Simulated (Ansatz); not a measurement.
Species, as SMILES: Cl[CH]Cl, doublet.
Atoms: C1, Cl2, Cl3, H4. Bonds: C1-Cl2, C1-Cl3, C1-H4.

Basis-set convergence of the optimised C1-Cl2 bond length at PBE0 with Ansatz (a first-principles code). Cartesian d functions, on some or all atoms, in 6-31G*, 6-31+G*, 6-311+G**; all else is spherical. The program fits the integrals of some runs and decomposes those of others, by size. Open shells are unrestricted. No added dispersion term, no relativity. Reference: the value in pcseg-3, 1.6882 Å, itself unsure by roughly 0.0004 Å (its mean distance from def2-QZVPP, cc-pV(Q+d)Z). Deviations are taken from unrounded values.

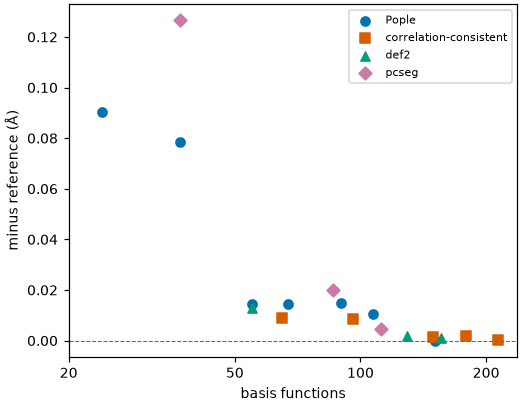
*Deviation from the reference against the number of basis functions, by family of sets.*

| basis | functions | optimised C1-Cl2 bond length (Å) | minus reference (Å) |
|---|---|---|---|
| STO-3G | 24 | 1.7786 | 0.0904 |
| 6-31G | 37 | 1.7667 | 0.0785 |
| pcseg-0 | 37 | 1.8148 | 0.1266 |
| 6-31G* | 55 | 1.7027 | 0.0146 |
| def2-SVP | 55 | 1.7012 | 0.0130 |
| cc-pV(D+d)Z | 65 | 1.6972 | 0.0091 |
| 6-31+G* | 67 | 1.7025 | 0.0143 |
| aug-pcseg-1 | 86 | 1.7081 | 0.0199 |
| 6-311+G** | 90 | 1.7029 | 0.0148 |
| aug-cc-pV(D+d)Z | 96 | 1.6967 | 0.0085 |
| 6-311++G(2d,2p) | 107 | 1.6986 | 0.0105 |
| pcseg-2 | 112 | 1.6929 | 0.0047 |
| def2-TZVPP | 129 | 1.6899 | 0.0017 |
| jun-cc-pV(T+d)Z | 149 | 1.6895 | 0.0014 |
| 6-311++G(3df,3pd) | 151 | 1.6882 | 0.0000 |
| def2-TZVPPD | 156 | 1.6892 | 0.0010 |
| aug-cc-pV(T+d)Z | 179 | 1.6899 | 0.0018 |
| cc-pV(Q+d)Z | 213 | 1.6885 | 0.0004 |
